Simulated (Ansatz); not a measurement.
**UCAM-B3LYP/STO-3G run of AlHClO (SMILES [O][AlH][Cl])**

Aim: the electronic atomisation energy of AlHClO at UCAM-B3LYP/STO-3G, from 5 runs. 

The results are computed with Ansatz 0.2.0.

60 further runs of the same task are left out: 7 that didn't finish, 53 set aside as unsound or not needed.

## (1) The system as given

AlHClO: 4 atoms, total charge 0, spin state doublet. SMILES: `[O][AlH][Cl]`. The shape is that of a PBE0-D4/def2-TZVP optimisation.

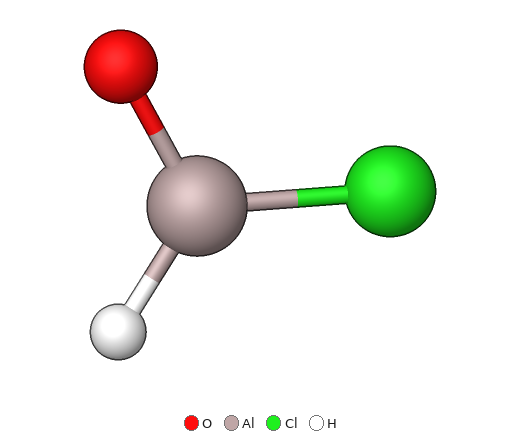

Viewed from a chosen angle; oxygen red, aluminium light grey, chlorine green, hydrogen white.

## (2) A single-point energy at UCAM-B3LYP/STO-3G

File run.yaml:

```yaml
crystal:
  periodic: [false, false, false]
  atoms:
    - {symbol: O, position_ang: [0.290600, -1.035900, 1.350600]}
    - {symbol: Al, position_ang: [0.118400, 0.049000, 0.015600]}
    - {symbol: Cl, position_ang: [-1.573200, -0.210600, -1.168800]}
    - {symbol: H, position_ang: [1.219700, 1.137300, -0.217800]}
basis:
  gaussian:
    orbitals: STO-3G
total_charge: 0
magnetization:
  spin_polarized: true
  initial_magnetization: 1
hamiltonian:
  xc: {name: CAM-B3LYP}
accuracy: high
```

Run with:

```sh
$ ansatz run run.yaml --threads 1 --pin off --max-ram 2610MiB --events-out events.jsonl --progress --plain --runs-dir runs
```

What it wrote:

```text
Warning: RAYON_NUM_THREADS=1 ignored (pool sized by the plan → 1); use --threads N
Functional definition: CAM-B3LYP
  name "CAM-B3LYP"
  parameter alpha = 0.19
  parameter beta = 0.46
  parameter omega = 0.33/bohr
  parameter ac = 0.81
  exchange = (1 - alpha - beta)*b88_x + beta*b88_x_sr(omega) + alpha*exact_x + beta*exact_x_lr(omega)
  correlation = (1 - ac)*vwn5_c + ac*lyp_c
432 factors; integrals over basis functions are off by at most 2.4e-8 eV
165 factors; integrals over basis functions are off by at most 1.1e-9 eV
mean field evaluation 1: about -20934.9026 eV, gradient 1.8e1 eV
mean field evaluation 2: about -20935.3926 eV, gradient 1.9e1 eV
mean field evaluation 4: about -20937.8451 eV, gradient 5.3e-1 eV
mean field evaluation 8: about -20937.8351 eV, gradient 4.0e-2 eV
mean field evaluation 16: about -20937.8352 eV, gradient 4.2e-4 eV
mean field -20937.83517015 eV, -769.4512503285 hartree, gradient 2.3e-8 eV, S^2 0.753719; 2 other end points of the search recorded, 0 dependent functions left out
reference -20937.83518234 eV, -769.4512507767 hartree; 20, 19 occupied and 4, 5 virtual orbitals, 432 factors
Total energy: -20937.83518234 eV, -769.4512507767 hartree
```

Run time: 3.6 s. Hardware: 1 thread of Arm Neoverse V1, shared host; peak memory 0.14 GiB.

## (3) The Al atom, same level

File run.yaml:

```yaml
crystal:
  periodic: [false, false, false]
  atoms:
    - {symbol: Al, position_ang: [0.000000, 0.000000, 0.000000]}
basis:
  gaussian:
    orbitals: STO-3G
total_charge: 0
magnetization:
  spin_polarized: true
  initial_magnetization: 1
hamiltonian:
  xc: {name: CAM-B3LYP}
accuracy: high
```

Run the same way, it converges to -239.30384 Eh (log not shown).

## (4) The Cl atom, same level

File input.yaml:

```yaml
basis:
  gaussian: {orbitals: STO-3G}
crystal:
  periodic: [false, false, false]
  atoms:
    - symbol: Cl
      position_ang: [0.000000, 0.000000, 0.000000]
magnetization: {spin_polarized: true, initial_magnetization: 1}
hamiltonian: {xc: {name: CAM-B3LYP}}
accuracy: high
```

Run the same way, it converges to -455.11187 Eh (log not shown).

## (5) The H atom, same level

File run.yaml:

```yaml
crystal:
  periodic: [false, false, false]
  atoms:
    - {symbol: H, position_ang: [0.000000, 0.000000, 0.000000]}
basis:
  gaussian:
    orbitals: STO-3G
magnetization:
  spin_polarized: true
  initial_magnetization: 1
hamiltonian:
  xc: {name: CAM-B3LYP}
accuracy: high
```

Run with:

```sh
$ ansatz run run.yaml --threads 1 --pin off --max-ram 2610MiB --events-out events.jsonl --progress --plain --runs-dir runs
```

What it wrote (excerpt; [...] marks lines left out):

```text
Warning: RAYON_NUM_THREADS=1 ignored (pool sized by the plan → 1); use --threads N
[... 8 set-up lines as earlier in the session ...]
1 factors; integrals over basis functions are off by at most 4.6e-10 eV
1 factors; integrals over basis functions are off by at most 3.0e-10 eV
mean field evaluation 1: about -12.5879 eV, gradient 0.0e0 eV
mean field evaluation 2: about -12.5879 eV, gradient 0.0e0 eV
mean field -12.58793461 eV, -0.4625980644 hartree, gradient 0.0e0 eV, S^2 0.750000; 0 other end points of the search recorded, 0 dependent functions left out
reference -12.58794100 eV, -0.4625982992 hartree; 1, 0 occupied and 0, 1 virtual orbitals, 1 factors
Total energy: -12.58794100 eV, -0.4625982992 hartree
```

It took 0.12 s on 1 thread of Arm Neoverse V1, shared host.

## (6) The O atom

File run.yaml:

```yaml
crystal:
  periodic: [false, false, false]
  atoms:
    - symbol: O
      position_ang: [0.000000, 0.000000, 0.000000]
basis:
  gaussian:
    orbitals: STO-3G
magnetization:
  spin_polarized: true
  initial_magnetization: 2
hamiltonian:
  xc: {name: CAM-B3LYP}
accuracy: high
```

Run with:

```sh
$ ansatz run run.yaml --threads 1 --pin off --max-ram 2610MiB --events-out events.jsonl --progress --plain --runs-dir runs
```

What it wrote (excerpt; [...] marks lines left out):

```text
Warning: RAYON_NUM_THREADS=1 ignored (pool sized by the plan → 1); use --threads N
[... 8 set-up lines as earlier in the session ...]
15 factors; integrals over basis functions are off by at most 1.1e-9 eV
15 factors; integrals over basis functions are off by at most 3.2e-10 eV
mean field evaluation 1: about -2013.8448 eV, gradient 7.5e-12 eV
mean field evaluation 2: about -2013.8454 eV, gradient 9.8e-12 eV
mean field -2013.84542189 eV, -74.0074542210 hartree, gradient 0.0e0 eV, S^2 2.000000; 0 other end points of the search recorded, 0 dependent functions left out
reference -2013.84542680 eV, -74.0074544013 hartree; 5, 3 occupied and 0, 2 virtual orbitals, 15 factors
Total energy: -2013.84542680 eV, -74.0074544013 hartree
```

Run time: 0.24 s. Hardware: 1 thread of Arm Neoverse V1, shared host.

## (7) Summary of results

At UCAM-B3LYP/STO-3G:

| quantity | value |
| --- | --- |
| molecule: total energy | -769.45125 Eh |
| molecule: ⟨S²⟩ | 0.754 |
| Al atom: total energy | -239.30384 Eh |
| Al atom: ⟨S²⟩ | 0.750 |
| Cl atom: total energy | -455.11187 Eh |
| Cl atom: ⟨S²⟩ | 0.750 |
| H atom: total energy | -0.46260 Eh |
| H atom: ⟨S²⟩ | 0.750 |
| O atom: total energy | -74.00745 Eh |
| O atom: ⟨S²⟩ | 2.000 |
| electronic atomisation energy | 15.388 eV |

What this shows: Taking the molecule apart into free atoms costs 15.39 eV (1485 kJ/mol), before zero-point energy and without spin-orbit coupling. In a minimal basis such a difference can be off by several eV, whatever the method.
